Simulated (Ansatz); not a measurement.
# What a change does: single-point calculation on ZrHBr3O

System: ZrHBr3O, SMILES [OH][Zr]([Br])([Br])[Br].
Method of run A: RKS SPW92 (LDA)/def2-TZVPP (Ansatz 0.2.0).

The geometry comes from this level: PBE0-D4/def2-TZVP. Text and figures count atoms from 1; the logs count them from 0 in places.

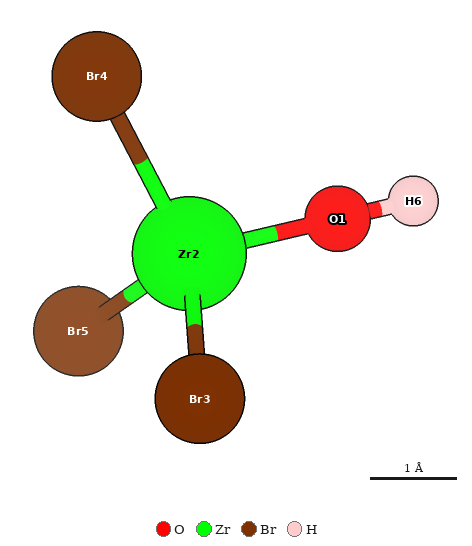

The input geometry (ball-and-stick view, seen at a tilt; atoms are numbered from 1 in the order of the input). Sticks mark near contacts. Bond lengths as drawn: Br–Zr 2.49 Å, H–O 0.95 Å and O–Zr 1.87 Å.

Input file, run A:
```yaml
crystal:
  periodic: [false, false, false]
  atoms:
    - {symbol: O, position_ang: [-0.020183, 0.199506, 1.482634]}
    - {symbol: Zr, position_ang: [0.004809, -0.050227, -0.374410]}
    - {symbol: Br, position_ang: [1.872706, -1.587513, -0.961542]}
    - {symbol: Br, position_ang: [-2.164316, -1.040235, -1.089843]}
    - {symbol: Br, position_ang: [0.338848, 2.152300, -1.485424]}
    - {symbol: H, position_ang: [-0.031856, 0.326169, 2.428575]}
basis:
  gaussian: {orbitals: def2-TZVPP}
hamiltonian: {xc: lda}
output: {orbitals: {seedname: orbitals}}
```

Launched with:
```bash
ansatz run in.yaml --threads 4 --pin off --events-out ev --progress --plain --max-ram 11315MiB
```

Hardware: 4 threads of Arm Neoverse V2, 23 GiB of memory available, shared host.

Output (run A):
```
Functional definition: SPW92
  exchange = slater_x
  correlation = pw_c
1650 factors; their error is unknown
mean field evaluation 1: about -213176.3135 eV, gradient 7.2e1 eV
mean field evaluation 2: about -213076.9357 eV, gradient 2.0e2 eV
mean field evaluation 4: about -213178.5154 eV, gradient 4.8e1 eV
mean field evaluation 8: about -213184.6277 eV, gradient 4.6e-1 eV
mean field evaluation 16: about -213184.5639 eV, gradient 1.6e-3 eV
mean field -213184.56386459 eV, -7834.3882203363 hartree, gradient 6.0e-5 eV, S^2 0.000000; 0 other end points of the search recorded, 0 dependent functions left out
reference -213184.56391549 eV, -7834.3882222067 hartree; 63, 63 occupied and 182, 182 virtual orbitals, 1650 factors
Total energy: -213184.56391549 eV, -7834.3882222067 hartree
```

The input of run B differs as follows (lines with − go, lines with + come):
```diff
-hamiltonian: {xc: lda}
+hamiltonian: {xc: {name: LC-wPBE}}
```

What does this change do to the results?

The total energies belong to different methods, so their difference says nothing on which is more stable or more accurate. The HOMO goes from −7.49 to −11.19 eV. The LUMO goes from −3.16 to −0.10 eV. On the same kind of shared host run B took about 2.8 times as long.

Output (run B):
```
Functional definition: LC-wPBE
  parameter omega = 0.4/bohr
  exchange = pbe_x_sr(omega) + exact_x_lr(omega)
  correlation = pbe_c
1650 factors; their error is unknown
453 factors; integrals over basis functions are off by at most 3.6e-5 eV
mean field evaluation 1: about -213456.2107 eV, gradient 5.9e1 eV
mean field evaluation 2: about -213446.8199 eV, gradient 9.6e1 eV
mean field evaluation 4: about -213462.3859 eV, gradient 1.5e0 eV
mean field evaluation 8: about -213462.3937 eV, gradient 7.2e-2 eV
mean field evaluation 16: about -213462.3278 eV, gradient 5.3e-5 eV
mean field -213462.32781659 eV, -7844.5958572971 hartree, gradient 5.3e-5 eV, S^2 0.000000; 0 other end points of the search recorded, 0 dependent functions left out
reference -213462.32781660 eV, -7844.5958572974 hartree; 63, 63 occupied and 182, 182 virtual orbitals, 1650 factors
Total energy: -213462.32781660 eV, -7844.5958572974 hartree
```

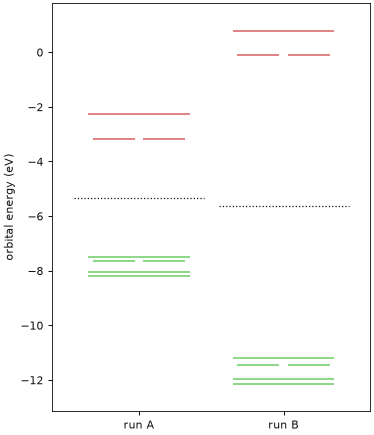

The five highest filled and three lowest empty orbital energies of the two runs; the dotted lines part filled from empty levels. The HOMO–LUMO gap is 4.33 eV in run A and 11.09 eV in run B.

The two runs side by side:

| quantity | run A | run B |
| --- | --- | --- |
| outcome | converged | converged |
| total energy (hartree) | −7834.388222 | −7844.595857 |
| HOMO (eV) | −7.49 | −11.19 |
| LUMO (eV) | −3.16 | −0.10 |
| basis functions | 245 | 245 |
| wall time (shared host) | 2.2 s | 6 s |
